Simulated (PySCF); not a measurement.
**One shape, several levels: CH3AlF2O (SMILES C[O][Al]([F])[F])**

We compute a comparison of 6 runs (HF/3-21G, HF/def2-SVP, B3LYP/6-31G*, PBE0/def2-SVP, SVWN5/def2-TZVP) of CH3AlF2O. Input form: a Python script.

Program for the calculation: PySCF 2.14.0.

1 further run of the same task is left out (it didn't finish).

### 1 Starting point

CH3AlF2O: 8 atoms, total charge 0, spin state singlet. As SMILES, `C[O][Al]([F])[F]`. The shape is that of a PBE0-D4/def2-TZVP optimisation.

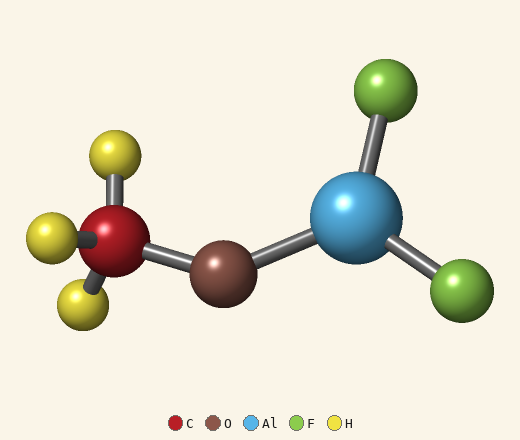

Viewed from a chosen angle; carbon red, oxygen brown, aluminium blue, fluorine green, hydrogen yellow.

### 2 Energy and gradient at HF/3-21G (run 1)

input.py reads:

```python
# C[O][Al]([F])[F]
import pyscf.grad
from pyscf import gto, scf

mol = gto.Mole()
mol.atom = '''
C       -0.239000       0.900700       0.881500
O       -0.459800      -0.316300       0.222600
Al       0.227600      -1.156300      -1.035300
F       -0.392600      -2.602700      -1.474500
F        1.520300      -0.581200      -1.861800
H        0.609600       1.454200       0.465200
H       -0.042800       0.715700       1.941600
H       -1.131100       1.528900       0.804800
'''
mol.verbose = 4
mol.max_memory = 1860
mol.basis = '3-21g'
mol.build()

calc0 = scf.RHF(mol)
calc0.conv_tol = 1e-10
calc0.kernel()
if not calc0.converged:
    calc0 = calc0.newton().run(calc0.mo_coeff, calc0.mo_occ)

etot = calc0.e_tot
print('E = %.10f Eh' % etot)
grad = calc0.Gradients().kernel()
dip = calc0.dip_moment()
pop, q = calc0.mulliken_pop()
```

Run with:

```console
$ OMP_NUM_THREADS=1 python input.py
```

The log of the run:

```text
PySCF version 2.14.0

[... 62 lines left out ...]
converged SCF energy = -552.445854243252
[... 12 lines left out ...]
Dipole moment(X, Y, Z, Debye):  0.17223,  2.12914,  1.35636
[... 25 lines left out ...]
pop of  2 Al 2pz          1.96197
pop of  2 Al 3px          0.24876
pop of  2 Al 3py          0.28075
pop of  2 Al 3pz          0.25515
pop of  2 Al 4px          0.07253
pop of  2 Al 4py          0.05527
pop of  2 Al 4pz          0.07595
pop of  3 F 1s            1.98438
pop of  3 F 2s            0.43467
pop of  3 F 3s            1.54383
pop of  3 F 2px           0.83771
pop of  3 F 2py           0.78532
pop of  3 F 2pz           0.84374
pop of  3 F 3px           1.06124
pop of  3 F 3py           1.00692
pop of  3 F 3pz           1.06621
pop of  4 F 1s            1.98439
pop of  4 F 2s            0.43441
pop of  4 F 3s            1.54407
pop of  4 F 2px           0.79924
pop of  4 F 2py           0.83846
pop of  4 F 2pz           0.82849
pop of  4 F 3px           1.02394
pop of  4 F 3py           1.06159
pop of  4 F 3pz           1.05384
pop of  5 H 1s            0.48609
pop of  5 H 2s            0.34274
pop of  6 H 1s            0.48277
pop of  6 H 2s            0.32225
pop of  7 H 1s            0.48281
pop of  7 H 2s            0.32218
 ** Mulliken atomic charges  **
charge of    0C =     -0.19152
charge of    1O =     -0.92291
charge of    2Al =      1.68572
charge of    3F =     -0.56401
charge of    4F =     -0.56843
charge of    5H =      0.17116
charge of    6H =      0.19497
charge of    7H =      0.19501
```

Wall time 6.9 s (1 thread of Intel Xeon at 2.50GHz (Skylake/Cascade Lake), shared host); peak memory 0.12 GiB.

### 3 Energy and gradient at HF/def2-SVP (run 2)

start.xyz reads:

```xyz
8
CH3AlF2O
C     -0.239000     0.900700     0.881500
O     -0.459800    -0.316300     0.222600
Al     0.227600    -1.156300    -1.035300
F     -0.392600    -2.602700    -1.474500
F      1.520300    -0.581200    -1.861800
H      0.609600     1.454200     0.465200
H     -0.042800     0.715700     1.941600
H     -1.131100     1.528900     0.804800
```

job.py reads:

```python
import pyscf.grad
from pyscf import gto

mol = gto.Mole()
mol.atom = 'start.xyz'
mol.verbose = 4
mol.spin = 0
mol.max_memory = 1860
mol.basis = 'def2-svp'
mol.build()

mf = mol.RHF()
mf.conv_tol = 1e-10
mf.kernel()
if not mf.converged:
    mf = mf.newton().run(mf.mo_coeff, mf.mo_occ)

e_final = mf.e_tot
print(f'total energy: {e_final:.8f} hartree')
grad = mf.Gradients().kernel()
mf.analyze()
```

Run with:

```console
$ OMP_NUM_THREADS=1 python job.py
```

The log of the run:

```text
PySCF version 2.14.0

[... 82 lines left out ...]
Two-electron Coulomb Energy =          495.571090574131233
[... 10 lines left out ...]
MO #8   energy= -3.25873858752944  occ= 2
[... 8 lines left out ...]
MO #17  energy= -0.644633393000783 occ= 2
[... 8 lines left out ...]
MO #26  energy= 0.117330227088095  occ= 0
[... 8 lines left out ...]
MO #35  energy= 0.547110276373823  occ= 0
[... 8 lines left out ...]
MO #44  energy= 0.873638171379208  occ= 0
[... 8 lines left out ...]
MO #53  energy= 1.54784118861948   occ= 0
[... 8 lines left out ...]
MO #62  energy= 1.96356117192135   occ= 0
[... 8 lines left out ...]
MO #71  energy= 2.64074504596199   occ= 0
[... 8 lines left out ...]
MO #80  energy= 3.46674492987667   occ= 0
[... 8 lines left out ...]
MO #89  energy= 4.04435607476788   occ= 0
[... 61 lines left out ...]
pop of  3 F 3dx2-y2       0.00115
pop of  4 F 1s            1.99998
pop of  4 F 2s            1.82344
pop of  4 F 3s            0.00193
pop of  4 F 2px           1.89256
pop of  4 F 2py           1.92293
pop of  4 F 2pz           1.91401
pop of  4 F 3px           0.00181
pop of  4 F 3py           0.00143
pop of  4 F 3pz           0.00161
pop of  4 F 3dxy          0.00085
pop of  4 F 3dyz          0.00046
pop of  4 F 3dz^2         0.00054
pop of  4 F 3dxz          0.00117
pop of  4 F 3dx2-y2       0.00085
pop of  5 H 1s            0.92030
pop of  5 H 2s            0.00807
pop of  5 H 2px           0.00124
pop of  5 H 2py           0.00069
pop of  5 H 2pz           0.00032
pop of  6 H 1s            0.90548
pop of  6 H 2s            0.00919
pop of  6 H 2px           0.00009
pop of  6 H 2py           0.00021
pop of  6 H 2pz           0.00188
pop of  7 H 1s            0.90545
pop of  7 H 2s            0.00919
pop of  7 H 2px           0.00144
pop of  7 H 2py           0.00066
pop of  7 H 2pz           0.00008
 ** Mulliken atomic charges  **
charge of    0C =      0.02968
charge of    1O =     -0.70732
charge of    2Al =      1.56377
charge of    3F =     -0.55828
charge of    4F =     -0.56356
charge of    5H =      0.06938
charge of    6H =      0.08315
charge of    7H =      0.08318
Dipole moment(X, Y, Z, Debye):  0.02849,  1.93087,  1.35209
```

It took 19 s on 1 thread of Intel Xeon at 2.50GHz (Skylake/Cascade Lake), shared host; peak memory 0.18 GiB.

Runs 3 to 5 aren't shown in full; the table further down has their settings and results.

### 4 Energy and forces at SVWN5/def2-TZVP (run 6)

calc.py reads:

```python
import pyscf.grad
from pyscf import gto, dft

mol = gto.M(
    atom='''
C   -0.239000   0.900700   0.881500
O   -0.459800  -0.316300   0.222600
Al   0.227600  -1.156300  -1.035300
F   -0.392600  -2.602700  -1.474500
F    1.520300  -0.581200  -1.861800
H    0.609600   1.454200   0.465200
H   -0.042800   0.715700   1.941600
H   -1.131100   1.528900   0.804800
''',
    max_memory=1860,
    verbose=4,
    spin=0,
    basis='def2-tzvp',
)

mf = dft.RKS(mol, xc='svwn')
mf.grids.level = 5
mf.conv_tol = 1e-10
mf.kernel()
if not mf.converged:
    mf = mf.newton().run(mf.mo_coeff, mf.mo_occ)

e_tot = mf.e_tot
print('E(%s) = %.9f' % ('SVWN5', e_tot))
grad = mf.Gradients().kernel()
mf.analyze()
```

Run with:

```console
$ OMP_NUM_THREADS=1 python calc.py
```

The log of the run:

```text
PySCF version 2.14.0

[... 107 lines left out ...]
MO #3   energy= -24.0746084966661  occ= 2
[... 15 lines left out ...]
MO #19  energy= -0.37841969032186  occ= 2
[... 15 lines left out ...]
MO #35  energy= 0.17999132599937   occ= 0
[... 15 lines left out ...]
MO #51  energy= 0.549115826958065  occ= 0
[... 15 lines left out ...]
MO #67  energy= 0.829697836899891  occ= 0
[... 15 lines left out ...]
MO #83  energy= 1.5930693165111    occ= 0
[... 15 lines left out ...]
MO #99  energy= 2.22487764783935   occ= 0
[... 15 lines left out ...]
MO #115 energy= 3.0107149112857    occ= 0
[... 15 lines left out ...]
MO #131 energy= 3.91843848300355   occ= 0
[... 15 lines left out ...]
MO #147 energy= 6.72142719374227   occ= 0
[... 15 lines left out ...]
MO #163 energy= 8.12496764170968   occ= 0
[... 15 lines left out ...]
MO #179 energy= 56.656906507661    occ= 0
[... 151 lines left out ...]
pop of  4 F 4dxy          0.00029
pop of  4 F 4dyz          0.00016
pop of  4 F 4dz^2         0.00017
pop of  4 F 4dxz          0.00041
pop of  4 F 4dx2-y2       0.00029
pop of  4 F 4f-3          0.00003
pop of  4 F 4f-2          0.00004
pop of  4 F 4f-1          0.00001
pop of  4 F 4f+0          0.00002
pop of  4 F 4f+1          0.00003
pop of  4 F 4f+2          0.00003
pop of  4 F 4f+3          0.00002
pop of  5 H 1s            0.87382
pop of  5 H 2s            0.00377
pop of  5 H 3s            0.00227
pop of  5 H 2px           0.00043
pop of  5 H 2py           0.00028
pop of  5 H 2pz           0.00025
pop of  6 H 1s            0.86105
pop of  6 H 2s            0.00398
pop of  6 H 3s            0.00234
pop of  6 H 2px           0.00010
pop of  6 H 2py           0.00020
pop of  6 H 2pz           0.00053
pop of  7 H 1s            0.86103
pop of  7 H 2s            0.00398
pop of  7 H 3s            0.00234
pop of  7 H 2px           0.00049
pop of  7 H 2py           0.00023
pop of  7 H 2pz           0.00011
 ** Mulliken atomic charges  **
charge of    0C =     -0.16156
charge of    1O =     -0.58763
charge of    2Al =      1.35985
charge of    3F =     -0.49377
charge of    4F =     -0.49968
charge of    5H =      0.11919
charge of    6H =      0.13179
charge of    7H =      0.13181
Dipole moment(X, Y, Z, Debye): -0.09111,  1.69797,  1.30033
```

It took 3.7 min on 1 thread of Intel Xeon at 2.50GHz (Skylake/Cascade Lake), shared host; peak memory 1.7 GiB.

### 5 Overview of the runs

```tsv
run	level	integration grid	Cartesian functions	energy (Eh)	dipole moment (D)	HOMO energy (eV)	LUMO energy (eV)	wall time
1	HF/3-21G	–	no	-552.445854	2.53	-12.21	2.79	6.9 s
2	HF/def2-SVP	–	no	-555.143706	2.36	-12.66	2.16	19 s
3	B3LYP/6-31G* (spherical functions)	5	no	-557.428186	2.07	-8.18	-1.01	84 s
4	B3LYP/6-31G* (Cartesian functions)	5	yes	-557.435186	2.07	-8.18	-1.04	86 s
5	PBE0/def2-SVP	5	no	-556.679170	2.15	-8.57	-0.73	89 s
6	SVWN5/def2-TZVP	5	no	-554.379407	2.14	-7.33	-2.14	3.7 min
```

### 6 Results

| quantity | value |
| --- | --- |
| run 6: total energy | -554.37941 Eh |
| run 6: dipole moment | 2.14 D |
| run 6: HOMO energy | -7.33 eV |
| run 6: LUMO energy | -2.14 eV |
| run 6: HOMO–LUMO gap | 5.19 eV |
| run 6: largest force on an atom | 0.508 eV/Å |

**Reading.** The dipole moment (its size) runs from 2.07 D (B3LYP/6-31G*) to 2.53 D (HF/3-21G). The two ends differ in method and basis. The HOMO–LUMO gap runs from 5.19 eV (SVWN5/def2-TZVP) to 15.00 eV (HF/3-21G). Totals of different functionals can't be ranked against each other. All runs together took 8.4 min, the longest 3.7 min.
